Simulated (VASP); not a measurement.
Band structure of C6Si2 (ordered alloy cell). Calculation: PBEsol GGA, VASP's PBE PAW potentials (set 64) (plane waves; VASP).

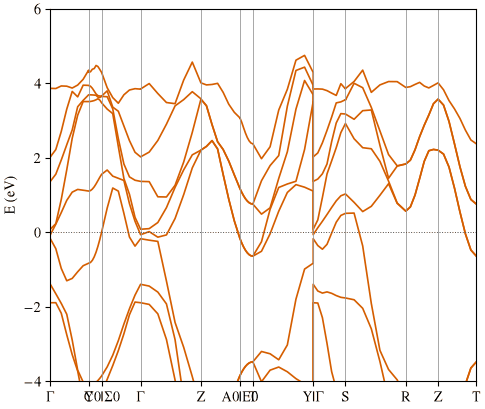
Figure: Bands along high-symmetry lines, zero at the valence-band maximum or, without a gap, the Fermi level

**Question.** Read the plot: is there a gap, and where are the band edges?

**Answer.** It has no gap at this level: it comes out as a metal or semimetal. (Edges off the drawn lines would not show.)

The structure was generated: C6Si2 was put into an ordered model structure (Cmcm), which need not be its known phase. It was relaxed first.
